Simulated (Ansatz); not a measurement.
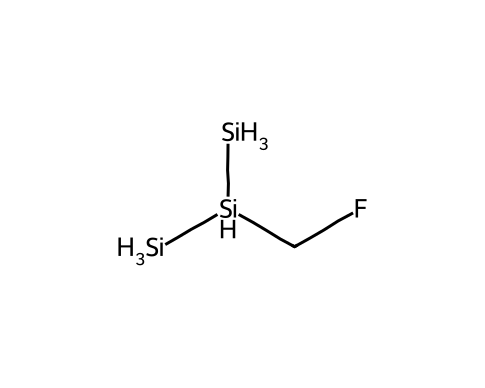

The geometry was computed by an optimisation with PBE0-D4/def2-TZVP. No frequency run is at hand to confirm it as a minimum. Program: Ansatz 0.2.0.

At this fixed geometry, give HOMO energy (eV), dipole (D), HOMO–LUMO gap (eV) at these levels: B3LYP-D4/def2-TZVPP; PBE-D4/def2-TZVPP; r2SCAN-D4/def2-TZVPP; ωB97M-V/def2-TZVPP.

```csv
level,HOMO energy (eV),dipole (D),HOMO–LUMO gap (eV)
B3LYP-D4/def2-TZVPP,−7.74,1.48,7.16
PBE-D4/def2-TZVPP,−6.86,1.35,5.61
r2SCAN-D4/def2-TZVPP,−7.10,1.41,6.09
ωB97M-V/def2-TZVPP,−9.91,1.47,11.19
```
